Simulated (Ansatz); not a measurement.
**One shape, several levels: HNO (nitroxyl)**

We compute a comparison of 5 runs (UPBE/STO-3G, MP2/STO-3G, CCSDT/STO-3G, CCSD(T)/STO-3G, FCI/STO-3G) of HNO (nitroxyl). 

Program for the calculation: Ansatz 0.2.0.

50 further runs of the same task are left out: 1 that didn't finish, 49 set aside as unsound or not needed.

## (1) The molecule

The species is HNO (3 atoms), meant as a singlet with charge 0. As SMILES, `N=O`. The H3–N1 distance was set to 2.658 Å, away from the relaxed value. At this shape a bond of the SMILES string is far longer than usual.

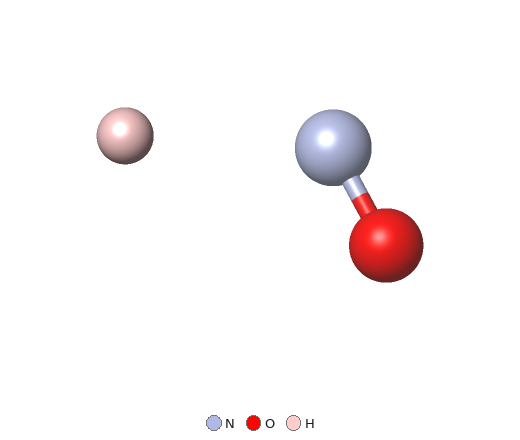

The structure, seen from a chosen angle (nitrogen light blue, oxygen red, hydrogen pink).

## (2) A single-point energy at UPBE/STO-3G (run 1)

File input.yaml:

```yaml
crystal:
  periodic: [false, false, false]
  atoms:
    - {symbol: "N", position_ang: [-0.001850, 1.846946, 0.216125]}
    - {symbol: O, position_ang: [1.037150, 1.931356, 0.789785]}
    - {symbol: H, position_ang: [-0.471600, -0.709980, -0.339350]}
basis:
  gaussian:
    orbitals: STO-3G
magnetization:
  spin_polarized: true
  initial_magnetization: 0
hamiltonian:
  xc: pbe
accuracy: high
```

The run is started by

```
ansatz run input.yaml --threads 1 --pin off --max-ram 3480MiB --events-out events.jsonl --progress --plain --runs-dir runs
```

What it wrote:

```text
Warning: RAYON_NUM_THREADS=1 ignored (pool sized by the plan → 1); use --threads N
Functional definition: PBE
  name "PBE"
  parameter kappa = 0.804
  parameter beta = 0.06672455060314922
  exchange = pbe_x(kappa = kappa, mu = beta*pi^2/3)
  correlation = pbe_c(beta = beta)
167 factors; integrals over basis functions are off by at most 3.1e-8 eV
mean field evaluation 1: about -3483.8522 eV, gradient 1.9e1 eV
mean field evaluation 2: about -3472.8051 eV, gradient 3.4e1 eV
mean field evaluation 4: about -3484.5521 eV, gradient 7.2e0 eV
mean field evaluation 8: about -3490.0168 eV, gradient 1.5e1 eV
mean field evaluation 16: about -3494.9102 eV, gradient 1.5e-4 eV
mean field evaluation 32: about -3495.9857 eV, gradient 8.6e-6 eV
mean field evaluation 64: about -3495.9857 eV, gradient 2.5e-7 eV
mean field evaluation 96: about -3495.9843 eV, gradient 4.0e-2 eV
mean field -3495.98573788 eV, -128.4751062028 hartree, gradient 1.1e-8 eV, S^2 0.970373; 8 other end points of the search recorded, 0 dependent functions left out
reference -3495.98573922 eV, -128.4751062519 hartree; 8, 8 occupied and 3, 3 virtual orbitals, 167 factors
Total energy: -3495.98573922 eV, -128.4751062519 hartree
```

Wall time 3.9 s (1 thread of AMD EPYC 7R43 (Zen 3), shared host); peak memory 0.11 GiB.

## (3) The energy at MP2/STO-3G (run 2)

File run.yaml:

```yaml
crystal:
  periodic: [false, false, false]
  atoms:
    - {symbol: "N", position_ang: [-0.001850, 1.846946, 0.216125]}
    - {symbol: O, position_ang: [1.037150, 1.931356, 0.789785]}
    - {symbol: H, position_ang: [-0.471600, -0.709980, -0.339350]}
basis:
  gaussian:
    orbitals: STO-3G
total_charge: 0
correlation:
  method: mp2
  frozen_orbitals: {H: 0, "N": 1, O: 1}
accuracy: high
```

The run is started by

```
ansatz run run.yaml --threads 1 --pin off --max-ram 3480MiB --events-out events.jsonl --progress --plain --runs-dir runs
```

What it wrote, shortened:

```text
Warning: RAYON_NUM_THREADS=1 ignored (pool sized by the plan → 1); use --threads N
Functional definition: HF
  name "HF"
[...]
167 factors; integrals over basis functions are off by at most 3.1e-8 eV
[...]
mean field -3477.09101881 eV, -127.7807380842 hartree, gradient 4.8e-8 eV, S^2 0.000000; 5 other end points of the search recorded, 0 dependent functions left out; unrestricted orbitals would lower it
unrestricted determinant -3483.26742064 eV, -128.0077166650 hartree, S^2 1.3756
2 core orbitals not correlated: weight in the atoms' cores, before any rotation towards them, 1.000 or more for the frozen orbitals, at most 0.000 for the correlated occupied ones
reference -3477.09101881 eV, -127.7807380842 hartree; 6, 6 occupied and 3, 3 virtual orbitals, 167 factors
second order -7.84847186 eV of doubles, -0.00000000 eV of singles
Total energy: -3484.93949066 eV, -128.0691641051 hartree
```

It took 0.12 s on 1 thread of AMD EPYC 7R43 (Zen 3), shared host.

## (4) A single-point energy at CCSDT/STO-3G (run 3)

File input.yaml:

```yaml
basis:
  gaussian:
    orbitals: STO-3G
crystal:
  periodic: [false, false, false]
  atoms:
    - symbol: N
      position_ang: [-0.001850, 1.846946, 0.216125]
    - symbol: O
      position_ang: [1.037150, 1.931356, 0.789785]
    - symbol: H
      position_ang: [-0.471600, -0.709980, -0.339350]
accuracy: high
scf:
  omitted_lower_state_checks: [cluster_reference, increment]
correlation:
  method: ccsdt
  frozen_orbitals: {H: 0, "N": 1, O: 1}
```

The run is started by

```
ansatz run input.yaml --threads 1 --pin off --max-ram 3480MiB --events-out events.jsonl --progress --plain --runs-dir runs
```

What it wrote:

```text
Warning: RAYON_NUM_THREADS=1 ignored (pool sized by the plan → 1); use --threads N
[... 13 lines left out ...]
2 core orbitals not correlated: weight in the atoms' cores, before any rotation towards them, 1.000 or more for the frozen orbitals, at most 0.000 for the correlated occupied ones
[... 38 lines left out ...]
WARN: these amplitudes may be one of several solutions (largest doubles amplitude 0.85, level shift 14.17 eV)
Total energy: -3486.82643678 eV, -128.1385080958 hartree
Checks for a lower state left out: cluster_reference, increment
```

Run time: 0.4 s. Hardware: 1 thread of AMD EPYC 7R43 (Zen 3), shared host.

Run 4 isn't shown in full; the table further down has it.

## (5) A single-point energy at FCI/STO-3G (run 5)

File molecule.yaml:

```yaml
basis:
  gaussian:
    orbitals: STO-3G
crystal:
  periodic: [false, false, false]
  atoms:
    - symbol: N
      position_ang: [-0.001850, 1.846946, 0.216125]
    - symbol: O
      position_ang: [1.037150, 1.931356, 0.789785]
    - symbol: H
      position_ang: [-0.471600, -0.709980, -0.339350]
magnetization:
  spin_polarized: false
  initial_magnetization: 0
correlation:
  method: fci
  frozen_orbitals: {H: 0, "N": 1, O: 1}
accuracy: high
```

The run is started by

```
ansatz run molecule.yaml --threads 1 --pin off --max-ram 3480MiB --events-out events.jsonl --progress --plain --runs-dir runs
```

What it wrote, shortened:

```text
Warning: RAYON_NUM_THREADS=1 ignored (pool sized by the plan → 1); use --threads N
Functional definition: HF
  name "HF"
[...]
167 factors; integrals over basis functions are off by at most 3.1e-8 eV
[...]
mean field -3477.09101881 eV, -127.7807380842 hartree, gradient 4.8e-8 eV, S^2 0.000000; 5 other end points of the search recorded, 0 dependent functions left out; unrestricted orbitals would lower it
[...]
determinant -3477.09101881 eV, -127.7807380842 hartree, with singles and doubles -3485.24443520 eV, -128.0803706100 hartree
determinant -3474.97832979 eV, -127.7030981948 hartree, with singles and doubles -3484.09560259 eV, -128.0381517902 hartree
unrestricted determinant -3483.26742064 eV, -128.0077166650 hartree, S^2 1.3756
2 core orbitals not correlated: weight in the atoms' cores, before any rotation towards them, 1.000 or more for the frozen orbitals, at most 0.000 for the correlated occupied ones
reference -3477.09101881 eV, -127.7807380842 hartree; 6, 6 occupied and 3, 3 virtual orbitals, 167 factors
state -3486.87824427 eV, -128.1404119860 hartree
Total energy: -3486.87824427 eV, -128.1404119860 hartree
```

Wall time 0.36 s (1 thread of AMD EPYC 7R43 (Zen 3), shared host).

## (6) Overview of the runs

| run | level | frozen core orbitals | energy (Eh) | wall time |
| --- | --- | --- | --- | --- |
| 1 | UPBE/STO-3G | – | -128.475106 | 3.9 s |
| 2 | MP2/STO-3G | 2 | -128.069164 | 0.12 s |
| 3 | CCSDT/STO-3G | 2 | -128.138508 | 0.4 s |
| 4 | CCSD(T)/STO-3G | 2 | -128.153445 | 0.22 s |
| 5 | FCI/STO-3G | 2 | -128.140412 | 0.36 s |

## (7) Summary of results

| quantity | value |
| --- | --- |
| run 5: total energy | -128.14041 Eh |
| run 5: correlation energy (2 core orbitals frozen) | -359.7 mEh |

What this shows: Against full CI in this basis: MP2 +71.2 mEh; CCSDT +1.9 mEh; CCSD(T) -13.0 mEh. In runs 2, 3, 4 the log says that unrestricted orbitals would lower the reference, so the values rest on an unstable closed-shell determinant (other closed-shell runs at this shape may share the fault). In runs 1, 2, 3, 4, 5 the basis is minimal, so the values are rough. In runs 2, 4 a closed-shell determinant meets a far-stretched bond, which it describes badly. Spin contamination of the reference: run 1 ⟨S²⟩ = 0.97. Where it is this large, the reference is a mixture of spin states, and values that rest on it are in doubt. All runs together took 5 s, the longest 3.9 s.
